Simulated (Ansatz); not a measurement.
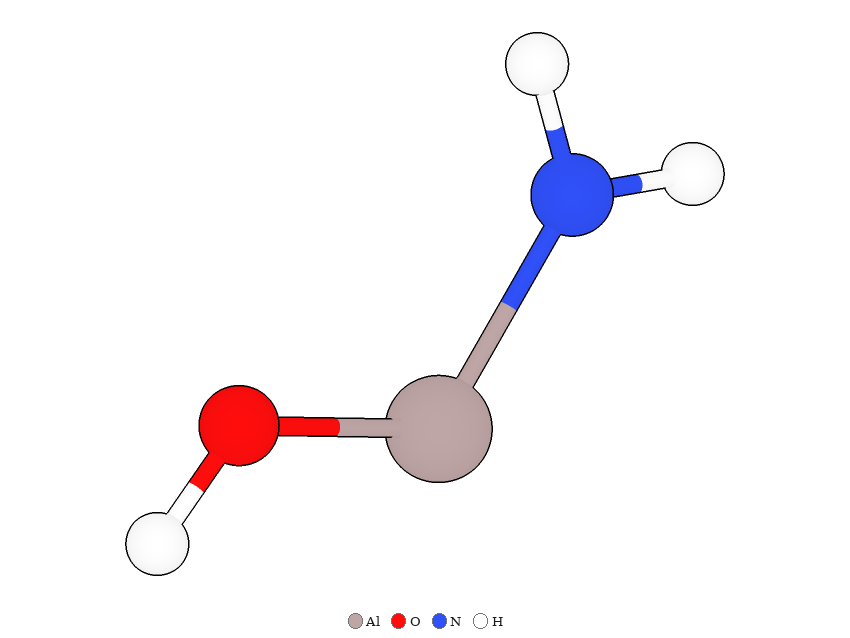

The species is neutral and a spin doublet. Sticks follow a distance rule. Harmonic vibrations computed with UKS PBE0-D4/def2-TZVP (Ansatz 0.2.0) at a stationary point of the same level.

Minimum or transition state?

A minimum: no imaginary frequency, and the lowest mode lies at 206 cm⁻¹.

How many vibrational modes are there, and where do they lie?

12 modes: 206, 266, 316, 361, 598, 661, 754, 878, 1550, 3596, 3701, 3965 cm⁻¹.
